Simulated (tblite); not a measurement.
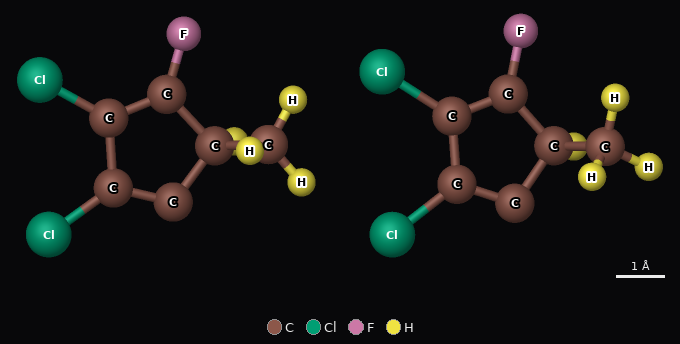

Two geometries of C₆H₄Cl₂F (multiplicity 2), drawn at one scale. One is the start of a relaxation, the other its converged end. The picture is a ball-and-stick view, seen face on.

The calculation used GFN2-xTB geometry optimisation, gas phase (tblite 0.8.0). 

Which of the two is the end point?

The left one is the relaxed one. After 60 geometry steps the energy has fallen by 0.524 eV. An H atom moves most after the best rigid fit: 0.57 Å. Largest moves by element: H 0.57 Å, Cl 0.21 Å, F 0.19 Å, C 0.13 Å. Some distances before and after: C–Cl 1.772 → 1.699 Å, C–H 1.135 → 1.086 Å, C–C 1.448 → 1.488 Å, C–C 1.302 → 1.342 Å. Bond angles that change, for instance: C–C–Cl 124.7° → 131.4°, C–C–C 108.0° → 114.6°, C–C–C 106.9° → 113.5°. Groups turn about C–C by about 30°. Cost: 0.48 s on 1 thread of Arm Neoverse V1, on a shared host.
